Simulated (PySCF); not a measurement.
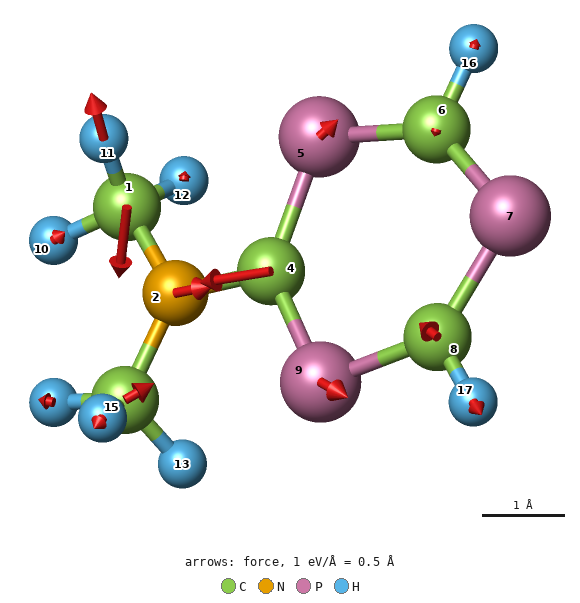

Starting geometry of C$_{5}$H$_{8}$NP$_{3}$ with the computed forces as red arrows. A ball-and-stick model, seen from a free direction.

The start comes from GFN2-xTB. Its atoms were then displaced at random by about 0.01 Å.

Level of theory: PBE0-D3(BJ)/def2-SVP geometry optimisation, gas phase (PySCF). 

What follows when this structure is relaxed?

Answer. It isn't relaxed: the largest force vector, on C atoms, is 2.10 eV/Å. The final displacements follow the starting forces only in part (cosine between the two patterns 0.42). Over 8 geometry steps the energy falls by 11.3 kJ/mol. The largest move after the best rigid fit is that of an H atom, 0.064 Å. By element the largest moves are H 0.064 Å, C 0.040 Å, P 0.034 Å, N 0.017 Å. Among the contacts that change: C–P 2.830 → 2.895 Å, C–H 1.066 → 1.105 Å, C–P 1.749 → 1.787 Å, C–N 1.400 → 1.362 Å. Bond angles that change, for instance: P–C–P 131.9° → 128.7°, H–C–H 109.5° → 107.0°. Cost: 3 min on 1 thread of Arm Neoverse V2 (shared host).
